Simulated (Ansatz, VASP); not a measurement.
## Cross-check of Zr13Al19Se26N19 (1T-ZrSe2/h-AlN heterobilayer) between VASP and Ansatz

One calculation is typed for both programs; each brings its own data sets and cutoff. How far apart do they land? The cell is taken from a series of runs on this material, whose earlier steps may have relaxed or scaled it; both programs get it as it stands.

Method: plane waves, with VASP 6.6.1 beside it; single point at PBE with D3(BJ), in Ansatz 0.2.0.

## 1. The starting structure

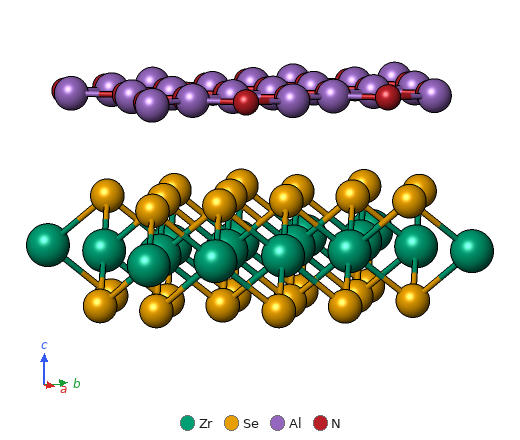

The starting structure, seen from the side, with the c axis up (zirconium teal, selenium orange, aluminium purple, nitrogen red). Some periodic images of atoms are drawn too.

The cell holds 77 atoms: 13 Zr, 26 Se, 19 Al and 19 N. Its edges and angles: a = 13.618 Å, b = 13.618 Å, c = 22.410 Å, α = 90.0°, β = 90.0°, γ = 120.0°. It derives from ZrSe2. As first built, before any earlier steps moved the atoms: 13 cells of 1T-ZrSe2 (a = 3.77 A, strained +0.19 %) and 19 cells of h-AlN (a = 3.13 A, -0.19 %) on one hexagonal cell, twist 9.52 deg; facing atoms 3.23 A apart;; displaced by a Gaussian of 0.01 A. Vacuum lies along c.

Structure file:

```cif
data_structure
_symmetry_space_group_name_H-M 'P 1'
_symmetry_Int_Tables_number 1
_cell_length_a 13.6181
_cell_length_b 13.6181
_cell_length_c 22.4100
_cell_angle_alpha 90.000
_cell_angle_beta 90.000
_cell_angle_gamma 120.000
_cell_volume 3599.20
loop_
_atom_site_label
_atom_site_type_symbol
_atom_site_fract_x
_atom_site_fract_y
_atom_site_fract_z
_atom_site_occupancy
Zr1 Zr 0.07687 0.77085 0.42814 1
Zr2 Zr 0.15361 0.53817 0.42734 1
Zr3 Zr 0.38373 0.84588 0.42772 1
Zr4 Zr 0.99931 0.99986 0.42836 1
Zr5 Zr 0.23116 0.30608 0.42834 1
Zr6 Zr 0.46249 0.61548 0.42737 1
Zr7 Zr 0.69233 0.92268 0.42786 1
Zr8 Zr 0.30780 0.07764 0.42793 1
Zr9 Zr 0.53731 0.38394 0.42822 1
Zr10 Zr 0.76917 0.69254 0.42778 1
Zr11 Zr 0.61565 0.15289 0.42810 1
Zr12 Zr 0.84675 0.46312 0.42825 1
Zr13 Zr 0.92311 0.23010 0.42746 1
Se14 Se 0.25556 0.89759 0.49874 1
Se15 Se 0.20631 0.71857 0.35661 1
Se16 Se 0.33394 0.66655 0.49833 1
Se17 Se 0.28193 0.48773 0.35780 1
Se18 Se 0.56451 0.97311 0.49919 1
Se19 Se 0.51169 0.79380 0.35707 1
Se20 Se 0.17944 0.12729 0.49864 1
Se21 Se 0.12738 0.94914 0.35711 1
Se22 Se 0.41074 0.43548 0.49880 1
Se23 Se 0.36012 0.25731 0.35725 1
Se24 Se 0.64000 0.74285 0.49810 1
Se25 Se 0.58970 0.56367 0.35706 1
Se26 Se 0.87260 0.05102 0.49850 1
Se27 Se 0.82153 0.87214 0.35790 1
Se28 Se 0.48753 0.20548 0.49956 1
Se29 Se 0.43603 0.02516 0.35645 1
Se30 Se 0.71813 0.51327 0.49879 1
Se31 Se 0.66539 0.33296 0.35775 1
Se32 Se 0.94915 0.82186 0.49902 1
Se33 Se 0.89675 0.63951 0.35673 1
Se34 Se 0.79386 0.28278 0.49912 1
Se35 Se 0.74401 0.10326 0.35659 1
Se36 Se 0.02486 0.58991 0.49889 1
Se37 Se 0.97502 0.41001 0.35706 1
Se38 Se 0.10339 0.35850 0.49957 1
Se39 Se 0.05087 0.17902 0.35685 1
Al40 Al 0.71228 0.78518 0.64364 1
Al41 Al 0.66155 0.36591 0.64358 1
Al42 Al 0.81751 0.62815 0.64340 1
Al43 Al 0.97612 0.89086 0.64328 1
Al44 Al 0.60932 0.94413 0.64258 1
Al45 Al 0.76635 0.20802 0.64407 1
Al46 Al 0.92348 0.46943 0.64302 1
Al47 Al 0.08141 0.73233 0.64189 1
Al48 Al 0.87096 0.05038 0.64350 1
Al49 Al 0.02939 0.31422 0.64415 1
Al50 Al 0.18701 0.57609 0.64295 1
Al51 Al 0.34604 0.84118 0.64285 1
Al52 Al 0.13464 0.15500 0.64245 1
Al53 Al 0.29137 0.41814 0.64345 1
Al54 Al 0.44986 0.68152 0.64299 1
Al55 Al 0.23941 0.99705 0.64349 1
Al56 Al 0.39719 0.26012 0.64286 1
Al57 Al 0.55587 0.52286 0.64235 1
Al58 Al 0.50226 0.10296 0.64408 1
N59 N 0.69729 0.64756 0.64352 1
N60 N 0.64300 0.22386 0.64267 1
N61 N 0.80209 0.48904 0.64353 1
N62 N 0.95958 0.75246 0.64321 1
N63 N 0.59065 0.80410 0.64280 1
N64 N 0.75126 0.06917 0.64321 1
N65 N 0.90607 0.32991 0.64306 1
N66 N 0.06461 0.59474 0.64303 1
N67 N 0.85386 0.90975 0.64284 1
N68 N 0.01192 0.17356 0.64293 1
N69 N 0.17010 0.43636 0.64369 1
N70 N 0.32783 0.69950 0.64319 1
N71 N 0.11668 0.01447 0.64324 1
N72 N 0.27272 0.27843 0.64246 1
N73 N 0.43216 0.54061 0.64300 1
N74 N 0.22227 0.85784 0.64264 1
N75 N 0.38079 0.11925 0.64294 1
N76 N 0.53700 0.38201 0.64343 1
N77 N 0.48398 0.96236 0.64325 1
```

## 2. Ansatz: single point, PBE with D3(BJ)

Ansatz runs on its PAW large soft_2 files.

With cell and atoms fixed, the geometry can't cause a difference; cores, projectors, grids and the points listed under the comparison can.

The input, input.yaml:

```yaml
crystal:
  lattice:
    - [13.6181, 0.0, 0.0]
    - [-6.80905, 11.79362, 0.0]
    - [0.0, 0.0, 22.41]
  atoms:
    - { symbol: Zr, position: [0.07687, 0.77085, 0.42814] }
    - { symbol: Se, position: [0.25556, 0.89759, 0.49874] }
    - { symbol: Se, position: [0.20631, 0.71857, 0.35661] }
    - { symbol: Zr, position: [0.15361, 0.53817, 0.42734] }
    - { symbol: Se, position: [0.33394, 0.66655, 0.49833] }
    - { symbol: Se, position: [0.28193, 0.48773, 0.3578] }
    - { symbol: Zr, position: [0.38373, 0.84588, 0.42772] }
    - { symbol: Se, position: [0.56451, 0.97311, 0.49919] }
    - { symbol: Se, position: [0.51169, 0.7938, 0.35707] }
    - { symbol: Zr, position: [0.99931, 0.99986, 0.42836] }
    - { symbol: Se, position: [0.17944, 0.12729, 0.49864] }
    - { symbol: Se, position: [0.12738, 0.94914, 0.35711] }
    - { symbol: Zr, position: [0.23116, 0.30608, 0.42834] }
    - { symbol: Se, position: [0.41074, 0.43548, 0.4988] }
    - { symbol: Se, position: [0.36012, 0.25731, 0.35725] }
    - { symbol: Zr, position: [0.46249, 0.61548, 0.42737] }
    - { symbol: Se, position: [0.64, 0.74285, 0.4981] }
    - { symbol: Se, position: [0.5897, 0.56367, 0.35706] }
    - { symbol: Zr, position: [0.69233, 0.92268, 0.42786] }
    - { symbol: Se, position: [0.8726, 0.05102, 0.4985] }
    - { symbol: Se, position: [0.82153, 0.87214, 0.3579] }
    - { symbol: Zr, position: [0.3078, 0.07764, 0.42793] }
    - { symbol: Se, position: [0.48753, 0.20548, 0.49956] }
    - { symbol: Se, position: [0.43603, 0.02516, 0.35645] }
    - { symbol: Zr, position: [0.53731, 0.38394, 0.42822] }
    - { symbol: Se, position: [0.71813, 0.51327, 0.49879] }
    - { symbol: Se, position: [0.66539, 0.33296, 0.35775] }
    - { symbol: Zr, position: [0.76917, 0.69254, 0.42778] }
    - { symbol: Se, position: [0.94915, 0.82186, 0.49902] }
    - { symbol: Se, position: [0.89675, 0.63951, 0.35673] }
    - { symbol: Zr, position: [0.61565, 0.15289, 0.4281] }
    - { symbol: Se, position: [0.79386, 0.28278, 0.49912] }
    - { symbol: Se, position: [0.74401, 0.10326, 0.35659] }
    - { symbol: Zr, position: [0.84675, 0.46312, 0.42825] }
    - { symbol: Se, position: [0.02486, 0.58991, 0.49889] }
    - { symbol: Se, position: [0.97502, 0.41001, 0.35706] }
    - { symbol: Zr, position: [0.92311, 0.2301, 0.42746] }
    - { symbol: Se, position: [0.10339, 0.3585, 0.49957] }
    - { symbol: Se, position: [0.05087, 0.17902, 0.35685] }
    - { symbol: Al, position: [0.71228, 0.78518, 0.64364] }
    - { symbol: "N", position: [0.69729, 0.64756, 0.64352] }
    - { symbol: Al, position: [0.66155, 0.36591, 0.64358] }
    - { symbol: "N", position: [0.643, 0.22386, 0.64267] }
    - { symbol: Al, position: [0.81751, 0.62815, 0.6434] }
    - { symbol: "N", position: [0.80209, 0.48904, 0.64353] }
    - { symbol: Al, position: [0.97612, 0.89086, 0.64328] }
    - { symbol: "N", position: [0.95958, 0.75246, 0.64321] }
    - { symbol: Al, position: [0.60932, 0.94413, 0.64258] }
    - { symbol: "N", position: [0.59065, 0.8041, 0.6428] }
    - { symbol: Al, position: [0.76635, 0.20802, 0.64407] }
    - { symbol: "N", position: [0.75126, 0.06917, 0.64321] }
    - { symbol: Al, position: [0.92348, 0.46943, 0.64302] }
    - { symbol: "N", position: [0.90607, 0.32991, 0.64306] }
    - { symbol: Al, position: [0.08141, 0.73233, 0.64189] }
    - { symbol: "N", position: [0.06461, 0.59474, 0.64303] }
    - { symbol: Al, position: [0.87096, 0.05038, 0.6435] }
    - { symbol: "N", position: [0.85386, 0.90975, 0.64284] }
    - { symbol: Al, position: [0.02939, 0.31422, 0.64415] }
    - { symbol: "N", position: [0.01192, 0.17356, 0.64293] }
    - { symbol: Al, position: [0.18701, 0.57609, 0.64295] }
    - { symbol: "N", position: [0.1701, 0.43636, 0.64369] }
    - { symbol: Al, position: [0.34604, 0.84118, 0.64285] }
    - { symbol: "N", position: [0.32783, 0.6995, 0.64319] }
    - { symbol: Al, position: [0.13464, 0.155, 0.64245] }
    - { symbol: "N", position: [0.11668, 0.01447, 0.64324] }
    - { symbol: Al, position: [0.29137, 0.41814, 0.64345] }
    - { symbol: "N", position: [0.27272, 0.27843, 0.64246] }
    - { symbol: Al, position: [0.44986, 0.68152, 0.64299] }
    - { symbol: "N", position: [0.43216, 0.54061, 0.643] }
    - { symbol: Al, position: [0.23941, 0.99705, 0.64349] }
    - { symbol: "N", position: [0.22227, 0.85784, 0.64264] }
    - { symbol: Al, position: [0.39719, 0.26012, 0.64286] }
    - { symbol: "N", position: [0.38079, 0.11925, 0.64294] }
    - { symbol: Al, position: [0.55587, 0.52286, 0.64235] }
    - { symbol: "N", position: [0.537, 0.38201, 0.64343] }
    - { symbol: Al, position: [0.50226, 0.10296, 0.64408] }
    - { symbol: "N", position: [0.48398, 0.96236, 0.64325] }
kpoints:
  mp_grid: { grid: [3, 3, 1] }
hamiltonian:
  xc: pbe
  dispersion: d3bj
  pseudopotentials: { kind: paw, core: large }
scf:
  occupations: { method: fermi_dirac, width: 0.05 }
output:
  forces: true
  populations: true
  dos:
    method: { smearing: { sigma: 0.08 } }
    de: 0.1
    projected:
      site_lists:
        Al: [Al]
        "N": ["N"]
        Se: [Se]
        Zr: [Zr]
        layer_1: [0, 1, 2, 3, 4, 5, 6, 7, 8, 9, 10, 11, 12, 13, 14, 15, 16, 17, 18, 19, 20, 21, 22, 23, 24, 25, 26, 27, 28, 29, 30, 31, 32, 33, 34, 35, 36, 37, 38]
        layer_2: [39, 40, 41, 42, 43, 44, 45, 46, 47, 48, 49, 50, 51, 52, 53, 54, 55, 56, 57, 58, 59, 60, 61, 62, 63, 64, 65, 66, 67, 68, 69, 70, 71, 72, 73, 74, 75, 76]
  eigenvalues: true
```

On the command line:

```bash
$ ansatz run input.yaml --threads 5 --pin off --max-ram 81920MiB --backend cuda --events-out ev --progress --plain --runs-dir out
```

Numbers of over 12 decimals in the logs are rounded to 6 here.

What it wrote:

```text
Engine: ansatz 0.2.0, x86_64-unknown-linux-gnu
Pseudopotentials: kind: paw
Pseudopotential: Zr, paw, valence charge 12, recommended cutoff 420 eV (normal), Zr.paw.azcp
Pseudopotential: Se, paw, valence charge 6, recommended cutoff 420 eV (normal), Se.paw.azcp#standard-large-core
Pseudopotential: Al, paw, valence charge 3, recommended cutoff 420 eV (normal), Al.paw.azcp
Pseudopotential: N, paw, valence charge 5, recommended cutoff 420 eV (normal), N.paw.azcp
Functional definition: PBE
  parameter kappa = 0.804
  parameter beta = 0.066725
  exchange = pbe_x(kappa = kappa, mu = beta*pi^2/3)
  correlation = pbe_c(beta = beta)
device memory: the entry about to start is reckoned to put 42.7 GiB on a device that reports 49.7 GiB free
GPU FFT provider: cuFFT
GPU libraries: cuBLAS 13.8.2, cuFFT 12.4.0, cuSOLVER 12.3.4
Crystal: 77 atoms, lattice volume = 3599.196 Å³
Basis set: ecut = 420 eV, 70347 PW (Γ), exchange–correlation on 192×192×300 points (8 copies of the dense FFT grid, shifted against one another)
Bands: 309, of which v1, the nominal top of the filled ones, is band 232 counted from 1 (231 counted from 0)
Symmetry: 1 space group operations
Space group: P1 (ITA 1), of the structure as read, at distance tolerance 1.5e-4 Å
k-points: 5 of 9 (time reversal used)
Non-local potential: Zr, projectors of the file, l = 0: 3, l = 1: 2, l = 2: 2, l = 3: 2
Non-local potential: Se, projectors of the file, l = 0: 2, l = 1: 2, l = 2: 2
Non-local potential: Al, projectors of the file, l = 0: 2, l = 1: 2, l = 2: 1
Non-local potential: N, projectors of the file, l = 0: 2, l = 1: 2, l = 2: 1
PAW form: soft (Blöchl's): semilocal exchange-correlation on the pseudo side does not see the compensation charge
PAW one-centre angular grid: Zr, 590 points (default); XC on 64 Gauss nodes
PAW one-centre angular grid: Se, 110 points (default); XC on 64 Gauss nodes
PAW one-centre angular grid: Al, 110 points (default); XC on 64 Gauss nodes
PAW one-centre angular grid: N, 110 points (default); XC on 64 Gauss nodes
Initial density: superposition of atomic densities (neutral atoms: chi_scale 0, normalization atom)
Initial wavefunctions: pseudopotential atomic-orbital guess
GPU buffer pool allocated for 1382400 grid points (all kernels)
GPU transforms: local potential and band sums: pruned to the plane-wave sphere, on 96×96×150
Functional: x = pbe(κ = 0.804, μ = 0.219515), c = pbe(β = 0.066725)
SCF iter   1: F=—  HF=-139115.057414 eV  |F-HF|=—  |Δ(HF+E_count)|=         —  Δρ=7.33e-2  dr2=2.74e2  ethr=3.10e-3  ⟨swp⟩=7.0  Hψ=7255  notcnv=0  defer=146
preconditioner: auto → Resta (q_TF=auto, 1.939 Å⁻¹)  ε∞=2.6  [insulator: Δε(μ)=1.084 eV  Ē_g=8.786 eV  σ=0.050 eV  W_gap=1.00  n_scr=426 (ndim 8)  ℏωp=11.1 eV  f_vac=0.521  D(μ)=0.00/eV (n_scr^D=0)  ε∞_Penn≈2.6  vacuum switching on, ρ_ref=5.6e-3 e/Å³]
SCF iter   2: F=—  HF=-139041.390282 eV  |F-HF|=—  |Δ(HF+E_count)|=    7.37e1  Δρ=3.17e-2  dr2=3.16e1  ethr=3.10e-3  ⟨swp⟩=3.8  Hψ=3764  notcnv=0  defer=294
preconditioner: auto → LDOS  [insulator: Δε(μ)=0.156 eV  Ē_g=8.021 eV  σ=0.050 eV  W_gap=0.65  n_scr=426 (ndim 8)  ℏωp=11.7 eV  f_vac=0.529  D(μ)=10.02/eV (n_scr^D=22)  ε∞_Penn≈3.1  β→1.0]
SCF iter   3: F=—  HF=-139036.491580 eV  |F-HF|=—  |Δ(HF+E_count)|=    4.90e0  Δρ=8.16e-3  dr2=8.71e0  ethr=3.10e-3  ⟨swp⟩=3.0  Hψ=2916  notcnv=0  defer=250
SCF iter   4: F=—  HF=-139037.235846 eV  |F-HF|=—  |Δ(HF+E_count)|=   7.44e-1  Δρ=8.19e-3  dr2=2.10e1  ethr=1.88e-3  ⟨swp⟩=3.8  Hψ=3016  notcnv=0  defer=294  recentre
SCF iter   5: F=—  HF=-139035.193716 eV  |F-HF|=—  |Δ(HF+E_count)|=    2.04e0  Δρ=1.56e-3  dr2=3.29e-1  ethr=1.88e-3  ⟨swp⟩=3.0  Hψ=2551  notcnv=0  defer=253
SCF iter   6: F=—  HF=-139035.159788 eV  |F-HF|=—  |Δ(HF+E_count)|=   3.39e-2  Δρ=5.59e-4  dr2=3.97e-2  ethr=7.08e-5  ⟨swp⟩=2.8  Hψ=2475  notcnv=0  defer=253
SCF iter   7: F=—  HF=-139035.156140 eV  |F-HF|=—  |Δ(HF+E_count)|=   3.65e-3  Δρ=3.01e-4  dr2=5.85e-3  ethr=8.56e-6  ⟨swp⟩=2.0  Hψ=1915  notcnv=0  defer=253
SCF iter   8: F=—  HF=-139035.158067 eV  |F-HF|=—  |Δ(HF+E_count)|=   1.93e-3  Δρ=1.00e-4  dr2=7.00e-4  ethr=1.26e-6  ⟨swp⟩=2.4  Hψ=2141  notcnv=0  defer=253
SCF iter   9: F=—  HF=-139035.157785 eV  |F-HF|=—  |Δ(HF+E_count)|=   2.83e-4  Δρ=2.45e-5  dr2=2.99e-5  ethr=1.51e-7  ⟨swp⟩=2.8  Hψ=2201  notcnv=0  defer=253
SCF iter  10: F=—  HF=-139035.158655 eV  |F-HF|=—  |Δ(HF+E_count)|=   8.71e-4  Δρ=8.29e-6  dr2=3.73e-6  ethr=6.44e-9  ⟨swp⟩=2.4  Hψ=2493  notcnv=0  defer=253
SCF iter  11: F=—  HF=-139035.158659 eV  |F-HF|=—  |Δ(HF+E_count)|=   3.70e-6  Δρ=3.54e-6  dr2=1.00e-6  ethr=8.04e-10  ⟨swp⟩=2.6  Hψ=2305  notcnv=0  defer=253
SCF iter  12: F=-139035.158662 eV  HF=-139035.158661 eV  |F-HF|=7.18e-7  |Δ(HF+E_count)|=   1.75e-6  Δρ=9.57e-7  dr2=4.62e-8  ethr=2.16e-11  ⟨swp⟩=20.4  Hψ=11904  notcnv=0
SCF 1 converged in 12 iterations: F = -139035.158662 eV  dr2 = 4.62e-8
[...]
k-point 2: bands = [... 228 lower, -0.7945, -0.7161, -0.6422, -0.6110, 0.1020, 0.1451, 0.2908, 0.3916, ... 73 higher]
  k-point 4: bands = [... 228 lower, -0.8025, -0.7288, -0.6332, -0.6106, 0.1035, 0.1447, 0.2924, 0.3915, ... 73 higher]
--- Löwdin populations: 77 sites ---
  site symbol       q [e]
     0     Zr     11.2098
     1     Se      6.2919
     2     Se      6.3258
     3     Zr     11.2087
     4     Se      6.3047
     5     Se      6.3242
     6     Zr     11.2129
     7     Se      6.3010
     8     Se      6.3234
     9     Zr     11.2203
    10     Se      6.2868
    11     Se      6.3241
    12     Zr     11.2054
    13     Se      6.2996
    14     Se      6.3143
    15     Zr     11.2139
    16     Se      6.2909
    17     Se      6.3230
    18     Zr     11.2059
    19     Se      6.2841
    20     Se      6.3164
    21     Zr     11.2080
    22     Se      6.3032
    23     Se      6.3311
[...]
69     Al      1.8538
    70      N      6.0794
    71     Al      1.8578
    72      N      6.0903
    73     Al      1.8600
    74      N      6.0883
    75     Al      1.8486
    76      N      6.0821
  spilling = 0.007078 (of n_electrons = 464.000000)
```

(Continued in part 2 of 2.)

[Lines on the potential files, build, host, timing and source positions are cut from VASP's logs without a mark.]

[Logs are printed without paths, hosts, clocks, repeated set-up lines and the standing remarks that a program may print on its own settings, such as how far it seeks lower states.]

[Hosts, paths, dates, database ids (printed as entryN), source tags and the programs' standing remarks are cut or masked in the printed files.]
